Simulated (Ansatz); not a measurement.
# CH6SeSn (SMILES [CH3][SnH2][SeH]) at HF/3-21G

Aim: the vertical singlet–triplet gap of CH6SeSn at HF/3-21G, from 2 runs. 

The calculation is run with Ansatz 0.2.0.

26 further runs of the same task are left out: 26 set aside as unsound or not needed.

### 1 Starting point

CH6SeSn has 9 atoms, charge 0, and is taken as a singlet. SMILES: `[CH3][SnH2][SeH]`. Geometry: relaxed at PBE0-D4/def2-TZVP. This is one conformer, not always the lowest.

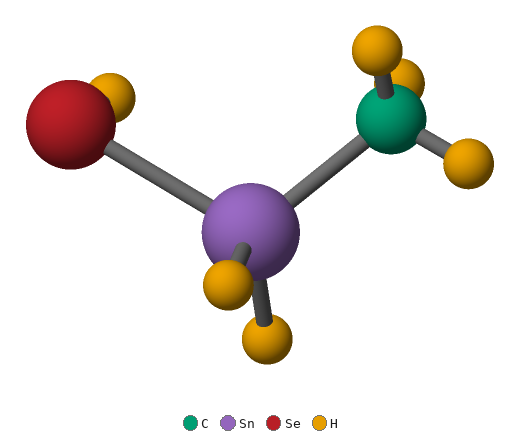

The structure, seen from a chosen angle (carbon teal, tin purple, selenium red, hydrogen amber).

### 2 A single-point energy at HF/3-21G

The input, molecule.yaml:

```yaml
crystal:
  periodic: [false, false, false]
  atoms:
    - {symbol: C, position_ang: [-0.174500, 1.157500, -0.743700]}
    - {symbol: Sn, position_ang: [0.300500, -0.850100, -0.190700]}
    - {symbol: Se, position_ang: [0.644400, -0.976600, 2.322400]}
    - {symbol: H, position_ang: [0.629100, 1.819800, -0.423700]}
    - {symbol: H, position_ang: [-1.102000, 1.460200, -0.258200]}
    - {symbol: H, position_ang: [-0.295900, 1.229200, -1.825300]}
    - {symbol: H, position_ang: [-0.953000, -1.923600, -0.638000]}
    - {symbol: H, position_ang: [1.791400, -1.359500, -0.847800]}
    - {symbol: H, position_ang: [-0.751400, -0.603200, 2.587900]}
basis:
  gaussian: {orbitals: 3-21G-spherical.json}
hamiltonian: {xc: hf}
output: {orbitals: {seedname: orbitals}}
accuracy: high
```

The basis set 3-21G is read from a file made from the Basis Set Exchange's data (not shown).

The run is started by

```bash
$ ansatz run molecule.yaml --threads 1 --pin off --max-ram 2610MiB --events-out events.jsonl --progress --plain --runs-dir runs
```

Standard output:

```text
Warning: RAYON_NUM_THREADS=1 ignored (pool sized by the plan → 1); use --threads N
Functional definition: HF
  name "HF"
  exchange = exact_x
  correlation = 0
1489 factors; integrals over basis functions are off by at most 1.7e-8 eV
mean field evaluation 1: about -229278.8873 eV, gradient 1.9e1 eV
mean field evaluation 2: about -229279.0887 eV, gradient 2.0e1 eV
mean field evaluation 4: about -229280.3173 eV, gradient 1.6e0 eV
mean field evaluation 8: about -229280.3260 eV, gradient 2.9e-4 eV
mean field -229280.32603645 eV, -8425.8965700529 hartree, gradient 2.2e-8 eV, S^2 0.000000; 0 other end points of the search recorded, 0 dependent functions left out
reference -229280.32603645 eV, -8425.8965700529 hartree; 48, 48 occupied and 26, 26 virtual orbitals, 1489 factors
Total energy: -229280.32603645 eV, -8425.8965700529 hartree
```

It took 2.7 s on 1 thread of Arm Neoverse V1, shared host; peak memory 0.21 GiB.

### 3 The triplet

Edit molecule.yaml of step 2 so:

```diff
@@ -13,5 +13,11 @@
 basis:
-  gaussian: {orbitals: 3-21G-spherical.json}
-hamiltonian: {xc: hf}
-output: {orbitals: {seedname: orbitals}}
+  gaussian:
+    orbitals: 3-21G-spherical.json
+magnetization:
+  spin_polarized: true
+  initial_magnetization: 2
+hamiltonian:
+  xc: hf
 accuracy: high
+output:
+  orbitals: {seedname: orbitals}
```

The basis set 3-21G is read from a file made from the Basis Set Exchange's data (not shown).

The run is started by

```bash
$ ansatz run molecule.yaml --threads 1 --pin off --max-ram 2610MiB --events-out events.jsonl --progress --plain --runs-dir runs
```

Standard output, shortened:

```text
Warning: RAYON_NUM_THREADS=1 ignored (pool sized by the plan → 1); use --threads N
[... 2 set-up lines as earlier in the session ...]
[...]
1489 factors; integrals over basis functions are off by at most 1.7e-8 eV
[...]
mean field -229275.25237936 eV, -8425.7101165937 hartree, gradient 4.3e-8 eV, S^2 2.010617; 1 other end points of the search recorded, 0 dependent functions left out
reference -229275.25237936 eV, -8425.7101165937 hartree; 49, 47 occupied and 25, 27 virtual orbitals, 1489 factors
Total energy: -229275.25237936 eV, -8425.7101165937 hartree
```

Run time: 18 s. Hardware: 1 thread of Arm Neoverse V1, shared host; peak memory 0.45 GiB.

### 4 Results

Level: HF/3-21G.

| quantity | value |
| --- | --- |
| singlet: total energy | -8425.89657 Eh |
| singlet: HOMO energy | -9.26 eV |
| singlet: LUMO energy | 2.91 eV |
| singlet: HOMO–LUMO gap | 12.16 eV |
| triplet: total energy | -8425.71012 Eh |
| triplet: HOMO energy (highest over α and β) | -3.52 eV |
| triplet: LUMO energy (lowest over α and β) | -1.44 eV |
| triplet: ⟨S²⟩ | 2.011 |
| vertical energy of the triplet above the singlet | 5.074 eV |

**Reading.** At this shape the triplet lies 5.07 eV (490 kJ/mol) above the singlet. Relativity is left out (singlet) although the molecule holds a heavy atom. Relativity is left out (triplet) although the molecule holds a heavy atom.
